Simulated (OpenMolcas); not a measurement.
**Saddle-point search, with input and output: PH₂O₃ (charge −1) (part 3 of 5)**

Continued. System: PH₂O₃, charge −1. Method: HF/6-31G, RHF (OpenMolcas 26.06). The run did not end well. The input holds or restrains some coordinates. The geometry comes from this level: GFN2-xTB.

Geometry of the input (Å):
```
O  0.7149  -1.3598  0.9383
P  0.2276  -0.3677  -0.0422
O  -0.6997  -0.7522  -1.1427
O  -0.4830  0.9157  0.7528
H  1.3191  0.3485  -0.5765
H  -1.0788  1.2155  0.0703
```

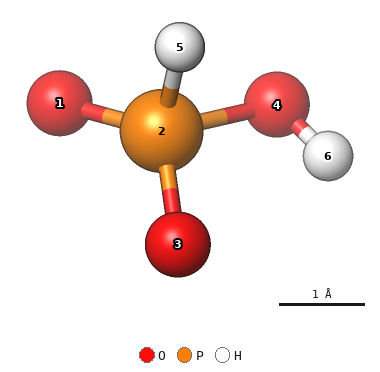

Fig. 1: The structure as given in the input (ball-and-stick view, seen at a tilt; atoms are numbered from 1 in the order of the input).

## What the program printed, continued
```
--- Start Module: slapaf ---
 A        : Dihedral=  -118.1276   / degree   -2.061716 / rad

**********************************************************************************************************************
*                                    Energy Statistics for Geometry Optimization                                     *
**********************************************************************************************************************
                       Energy     Grad      Grad              Step                 Estimated   Geom       Hessian
Iter      Energy       Change     Norm      Max    Element    Max     Element     Final Energy Update Update   Index
  1   -566.29067368  0.00000000 0.277223  0.168985 nrc003   0.328012* nrc012     -566.34184062 RS-RFO  None      0
  2   -566.31066828 -0.01999460 0.176697  0.122807 nrc003   0.410352* nrc012     -566.32345800 RS-RFO  MSP       0
  3   -566.32157850 -0.01091023 0.120816 -0.059606 nrc011   0.313155* nrc012     -566.33834735 RS-RFO  MSP       0
  4   -566.32262816 -0.00104966 0.055009  0.030119 nrc011   0.320616* nrc012     -566.32786919 RS-RFO  MSP       0

       +----------------------------------+----------------------------------+
       +    Cartesian Displacements       +    Gradient in internals         +
       +  Value      Threshold Converged? +  Value      Threshold Converged? +
 +-----+----------------------------------+----------------------------------+
 + RMS + 1.1744E-01  1.2000E-03     No    + 1.5880E-02  3.0000E-04     No    +
 +-----+----------------------------------+----------------------------------+
 + Max + 1.8481E-01  1.8000E-03     No    + 3.0119E-02  4.5000E-04     No    +
 +-----+----------------------------------+----------------------------------+

 Convergence not reached yet!

*****************************************************************************************************************
*****************************************************************************************************************

++ Geometry section

********************************************************************************
  Geometrical information of the new structure
********************************************************************************

 *********************************************************
 * Nuclear coordinates for the next iteration / bohr     *
 *********************************************************
  ATOM              X               Y               Z
  O1               1.221073       -2.561100        2.084401
  P2               0.570295       -0.682634       -0.210916
  O3              -1.304909       -1.355944       -2.537185
  O4              -0.748774        2.080474        1.047929
  H5               2.797550        0.429549       -1.184736
  H6              -2.535216        2.089655        0.800507

 *********************************************************
 * Nuclear coordinates for the next iteration / angstrom *
 *********************************************************
  ATOM              X               Y               Z
  O1               0.646164       -1.355276        1.103018
  P2               0.301787       -0.361234       -0.111612
  O3              -0.690528       -0.717535       -1.342620
  O4              -0.396234        1.100940        0.554540
  H5               1.480400        0.227308       -0.626935
  H6              -1.341579        1.105798        0.423610

--
--- Stop Module: slapaf /rc=_RC_CONTINUE_LOOP_ ---

>>> END DO

--- Start Module: seward ---
--- Stop Module: seward /rc=_RC_ALL_IS_WELL_ ---

--- Start Module: scf ---
--- Stop Module: scf /rc=_RC_ALL_IS_WELL_ ---

--- Start Module: slapaf ---
--- Stop Module: slapaf /rc=_RC_INVOKED_OTHER_MODULE_ ---

--- Start Module: alaska ---
--- Stop Module: alaska /rc=_RC_ALL_IS_WELL_ ---

--- Start Module: slapaf ---
 A        : Dihedral=  -103.6514   / degree   -1.809058 / rad

**********************************************************************************************************************
*                                    Energy Statistics for Geometry Optimization                                     *
**********************************************************************************************************************
                       Energy     Grad      Grad              Step                 Estimated   Geom       Hessian
Iter      Energy       Change     Norm      Max    Element    Max     Element     Final Energy Update Update   Index
  1   -566.29067368  0.00000000 0.277223  0.168985 nrc003   0.328012* nrc012     -566.34184062 RS-RFO  None      0
  2   -566.31066828 -0.01999460 0.176697  0.122807 nrc003   0.410352* nrc012     -566.32345800 RS-RFO  MSP       0
  3   -566.32157850 -0.01091023 0.120816 -0.059606 nrc011   0.313155* nrc012     -566.33834735 RS-RFO  MSP       0
  4   -566.32262816 -0.00104966 0.055009  0.030119 nrc011   0.320616* nrc012     -566.32786919 RS-RFO  MSP       0
  5   -566.32368043 -0.00105227 0.030964 -0.016784 nrc004   0.106518  nrc012     -566.32501491 RS-RFO  MSP       0

       +----------------------------------+----------------------------------+
       +    Cartesian Displacements       +    Gradient in internals         +
       +  Value      Threshold Converged? +  Value      Threshold Converged? +
 +-----+----------------------------------+----------------------------------+
 + RMS + 5.6480E-02  1.2000E-03     No    + 8.9384E-03  3.0000E-04     No    +
 +-----+----------------------------------+----------------------------------+
 + Max + 7.0539E-02  1.8000E-03     No    + 1.6784E-02  4.5000E-04     No    +
 +-----+----------------------------------+----------------------------------+

 Convergence not reached yet!

*****************************************************************************************************************
*****************************************************************************************************************

++ Geometry section

********************************************************************************
  Geometrical information of the new structure
********************************************************************************

 *********************************************************
 * Nuclear coordinates for the next iteration / bohr     *
 *********************************************************
  ATOM              X               Y               Z
  O1               1.199934       -2.571209        2.033662
  P2               0.562365       -0.666887       -0.228838
  O3              -1.291835       -1.421195       -2.524514
  O4              -0.746119        2.108423        0.995474
  H5               2.818577        0.440742       -1.143355
  H6              -2.542902        2.110126        0.867571

 *********************************************************
 * Nuclear coordinates for the next iteration / angstrom *
 *********************************************************
  ATOM              X               Y               Z
  O1               0.634977       -1.360625        1.076168
  P2               0.297591       -0.352901       -0.121096
  O3              -0.683610       -0.752064       -1.335915
  O4              -0.394829        1.115729        0.526782
  H5               1.491527        0.233231       -0.605037
  H6              -1.345646        1.116631        0.459099

--
--- Stop Module: slapaf /rc=_RC_CONTINUE_LOOP_ ---

>>> END DO

--- Start Module: seward ---
--- Stop Module: seward /rc=_RC_ALL_IS_WELL_ ---

--- Start Module: scf ---
--- Stop Module: scf /rc=_RC_ALL_IS_WELL_ ---

--- Start Module: slapaf ---
--- Stop Module: slapaf /rc=_RC_INVOKED_OTHER_MODULE_ ---

--- Start Module: alaska ---
--- Stop Module: alaska /rc=_RC_ALL_IS_WELL_ ---

--- Start Module: slapaf ---
 A        : Dihedral=   -99.2061   / degree   -1.731474 / rad

**********************************************************************************************************************
*                                    Energy Statistics for Geometry Optimization                                     *
**********************************************************************************************************************
                       Energy     Grad      Grad              Step                 Estimated   Geom       Hessian
Iter      Energy       Change     Norm      Max    Element    Max     Element     Final Energy Update Update   Index
  1   -566.29067368  0.00000000 0.277223  0.168985 nrc003   0.328012* nrc012     -566.34184062 RS-RFO  None      0
  2   -566.31066828 -0.01999460 0.176697  0.122807 nrc003   0.410352* nrc012     -566.32345800 RS-RFO  MSP       0
  3   -566.32157850 -0.01091023 0.120816 -0.059606 nrc011   0.313155* nrc012     -566.33834735 RS-RFO  MSP       0
  4   -566.32262816 -0.00104966 0.055009  0.030119 nrc011   0.320616* nrc012     -566.32786919 RS-RFO  MSP       0
  5   -566.32368043 -0.00105227 0.030964 -0.016784 nrc004   0.106518  nrc012     -566.32501491 RS-RFO  MSP       0
  6   -566.32461484 -0.00093441 0.015632 -0.012917 nrc004   0.028939  nrc011     -566.32490924 RS-RFO  MSP       0

       +----------------------------------+----------------------------------+
       +    Cartesian Displacements       +    Gradient in internals         +
       +  Value      Threshold Converged? +  Value      Threshold Converged? +
 +-----+----------------------------------+----------------------------------+
 + RMS + 3.0050E-02  1.2000E-03     No    + 4.5125E-03  3.0000E-04     No    +
 +-----+----------------------------------+----------------------------------+
 + Max + 3.9215E-02  1.8000E-03     No    + 1.2917E-02  4.5000E-04     No    +
 +-----+----------------------------------+----------------------------------+

 Convergence not reached yet!

*****************************************************************************************************************
*****************************************************************************************************************

++ Geometry section

********************************************************************************
  Geometrical information of the new structure
********************************************************************************

 *********************************************************
 * Nuclear coordinates for the next iteration / bohr     *
 *********************************************************
  ATOM              X               Y               Z
  O1               1.202004       -2.582689        2.006448
  P2               0.547935       -0.675378       -0.229955
  O3              -1.278839       -1.452023       -2.513600
  O4              -0.737282        2.103698        0.979242
  H5               2.800454        0.465197       -1.118630
  H6              -2.534253        2.141194        0.876495

 *********************************************************
 * Nuclear coordinates for the next iteration / angstrom *
 *********************************************************
  ATOM              X               Y               Z
  O1               0.636073       -1.366700        1.061767
  P2               0.289955       -0.357394       -0.121687
  O3              -0.676733       -0.768377       -1.330140
  O4              -0.390153        1.113229        0.518193
  H5               1.481936        0.246172       -0.591954
  H6              -1.341069        1.133071        0.463821

--
--- Stop Module: slapaf /rc=_RC_CONTINUE_LOOP_ ---

>>> END DO

--- Start Module: seward ---
--- Stop Module: seward /rc=_RC_ALL_IS_WELL_ ---

--- Start Module: scf ---
--- Stop Module: scf /rc=_RC_ALL_IS_WELL_ ---

--- Start Module: slapaf ---
--- Stop Module: slapaf /rc=_RC_INVOKED_OTHER_MODULE_ ---

--- Start Module: alaska ---
--- Stop Module: alaska /rc=_RC_ALL_IS_WELL_ ---

--- Start Module: slapaf ---
 A        : Dihedral=   -99.2089   / degree   -1.731521 / rad

**********************************************************************************************************************
*                                    Energy Statistics for Geometry Optimization                                     *
**********************************************************************************************************************
                       Energy     Grad      Grad              Step                 Estimated   Geom       Hessian
Iter      Energy       Change     Norm      Max    Element    Max     Element     Final Energy Update Update   Index
  1   -566.29067368  0.00000000 0.277223  0.168985 nrc003   0.328012* nrc012     -566.34184062 RS-RFO  None      0
  2   -566.31066828 -0.01999460 0.176697  0.122807 nrc003   0.410352* nrc012     -566.32345800 RS-RFO  MSP       0
  3   -566.32157850 -0.01091023 0.120816 -0.059606 nrc011   0.313155* nrc012     -566.33834735 RS-RFO  MSP       0
  4   -566.32262816 -0.00104966 0.055009  0.030119 nrc011   0.320616* nrc012     -566.32786919 RS-RFO  MSP       0
  5   -566.32368043 -0.00105227 0.030964 -0.016784 nrc004   0.106518  nrc012     -566.32501491 RS-RFO  MSP       0
  6   -566.32461484 -0.00093441 0.015632 -0.012917 nrc004   0.028939  nrc011     -566.32490924 RS-RFO  MSP       0
  7   -566.32496480 -0.00034995 0.005440 -0.004472 nrc004  -0.015533  nrc005     -566.32501837 RS-RFO  MSP       0
```
